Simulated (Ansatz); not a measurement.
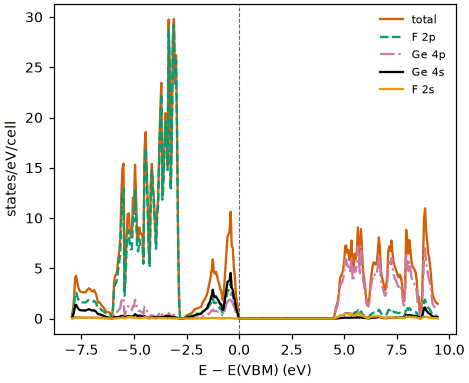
Figure: Total and projected density of states of GeF2 in space group P2_12_12_1 (No. 19; Ge on 4a, F on 4a, F on 4a), plane-wave PAW r²SCAN+D4 (Ansatz code)

### Question
Which orbitals carry the states next to the gap?

### Answer
Top 1 eV of the valence band: Ge 4s 44 %, F 2p 33 %, Ge 4p 21 %. Bottom 1 eV of the conduction band: Ge 4p 80 %, F 2p 8 %, F 2s 7 %. Projections are on Löwdin-orthogonalised atomic valence shells; empty p or d shells of many metals are not among them.

### Question
Where is the tallest occupied peak in this window, and what makes it?

### Answer
Near -3.1 eV, about 30 states/eV per cell; the largest projected share is F 2p.

The workflow started from a Materials Project entry (that database holds measured and hypothetical structures alike); the Crystallography Open Database files this formula in space group No. 19, but the cells were not matched. Whether it is the stable phase at ambient conditions was not checked. Symmetry was held in the r²SCAN+D4 relaxation; whether a distortion lowers the energy is not shown. Spin–orbit coupling is left out wherever it is not named.

Potentials: the later of the program's two PAW sets.
